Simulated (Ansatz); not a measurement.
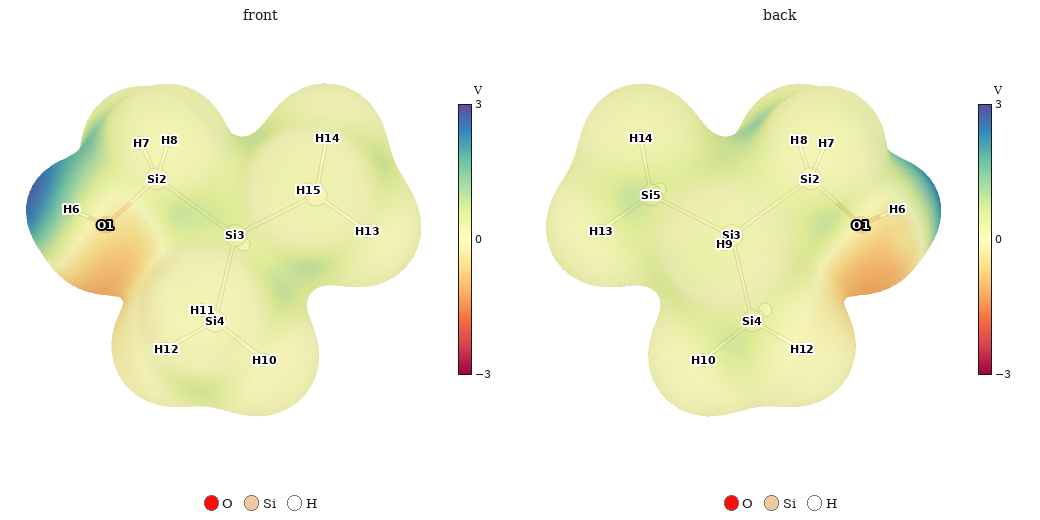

*H10OSi4 (SMILES O[SiH2][SiH]([SiH3])[SiH3]). The molecular electrostatic potential painted on the density surface at 0.002 e/bohr³, seen from the front and from behind; the colour scale runs from red (negative) to blue (positive).*

Geometry: r2SCAN-D4/def2-SVP.

All numbers below come from isolated molecule in a Gaussian basis; Kohn-Sham density functional theory, functional PBE0 (Ansatz).

Input file:

```
crystal:
  periodic: [false, false, false]
  atoms:
    - {symbol: O, position_ang: [-0.825327, -1.423754, 0.772324]}
    - {symbol: Si, position_ang: [-1.615539, -0.685055, -0.509828]}
    - {symbol: Si, position_ang: [0.115729, -0.053112, -1.959182]}
    - {symbol: Si, position_ang: [2.032355, -0.022330, -0.603440]}
    - {symbol: Si, position_ang: [-0.301413, 2.088238, -2.818845]}
    - {symbol: H, position_ang: [-1.365604, -1.691371, 1.525794]}
    - {symbol: H, position_ang: [-2.606811, -1.603723, -1.158118]}
    - {symbol: H, position_ang: [-2.374903, 0.525580, -0.050905]}
    - {symbol: H, position_ang: [0.279598, -1.037517, -3.078030]}
    - {symbol: H, position_ang: [3.207805, 0.510706, -1.361261]}
    - {symbol: H, position_ang: [1.781173, 0.874945, 0.564863]}
    - {symbol: H, position_ang: [2.358224, -1.394621, -0.115427]}
    - {symbol: H, position_ang: [0.797693, 2.521560, -3.735187]}
    - {symbol: H, position_ang: [-1.593189, 2.124608, -3.572244]}
    - {symbol: H, position_ang: [-0.388551, 3.056765, -1.682604]}
basis:
  gaussian:
    orbitals: def2-SVPD
output:
  forces: true
  orbitals: {seedname: orbitals}
hamiltonian:
  xc: pbe0
```

Command:

```sh
ansatz run input.yaml --threads 2 --pin off --max-ram 5220MiB --events-out events.jsonl --progress --plain --runs-dir runs
```

Which sites attract a positive test charge, and which a negative one?

Answer. A positive charge is drawn to the negative regions and a negative charge to the positive ones. The most negative region (about −1.1 V) lies over O1, the most positive (about +2.6 V) over H6. O1 is the likeliest acceptor of a hydrogen bond.
